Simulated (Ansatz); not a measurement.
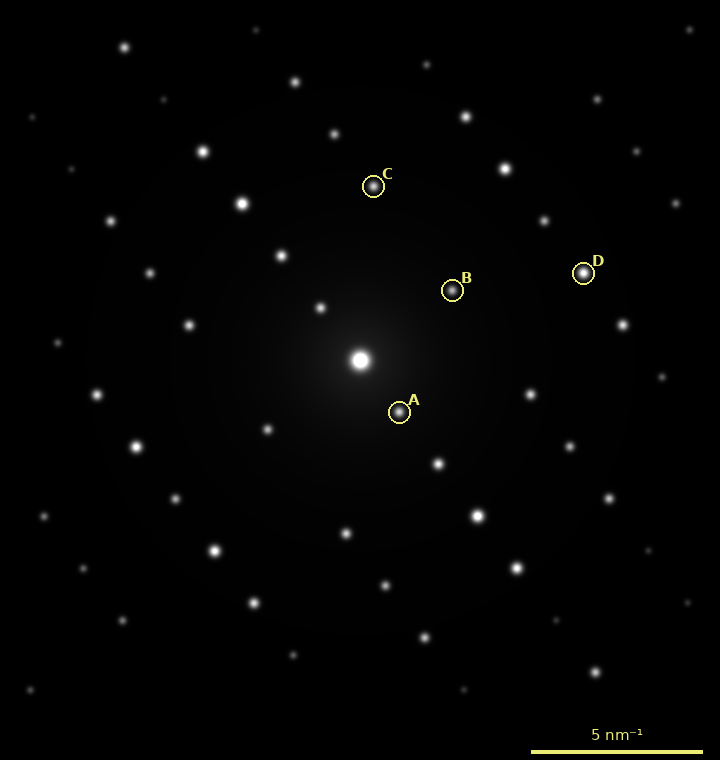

The pattern is a kinematic simulation for 200 kV electrons (no multiple scattering; isotropic B = 1 Å²). The zone axis points towards the electron source and the pattern is seen from the source side.

Hf₂As₃, space group P4/mbm (No. 127), a = 7.375 Å, c = 3.567 Å. Structure: the geometry relaxed with Ansatz, DFT PBE, scalar-relativistic, plane waves, PAW; the starting structure was generated, so it need not be a known form of this composition.

```cif
data_structure
_symmetry_space_group_name_H-M 'P4/mbm'
_symmetry_Int_Tables_number 127
_cell_length_a 7.3755
_cell_length_b 7.3755
_cell_length_c 3.5673
_cell_angle_alpha 90.000
_cell_angle_beta 90.000
_cell_angle_gamma 90.000
_cell_volume 194.05
loop_
_atom_site_label
_atom_site_type_symbol
_atom_site_symmetry_multiplicity
_atom_site_Wyckoff_symbol
_atom_site_fract_x
_atom_site_fract_y
_atom_site_fract_z
_atom_site_occupancy
Hf1 Hf 4 g 0.34042 0.84042 0.00000 1
As1 As 2 a 0.00000 0.00000 0.00000 1
As2 As 4 h 0.13787 0.63787 0.50000 1
```

Spot A is indexed -1 1 0 and spot B -1 -1 1.

Give hkl for C, D.

C = −2A + B = 1 -3 1 (d = 1.952 Å). D = A + 2B = -3 -1 2 (d = 1.417 Å).

Find the zone axis.

The cross product of A and B is parallel to [112]; every spot obeys hu + kv + lw = 0.

What are the spacings of A and B and the angle between them?

d(A) = 5.215 Å, d(B) = 2.944 Å, and the angle is 90.0°.
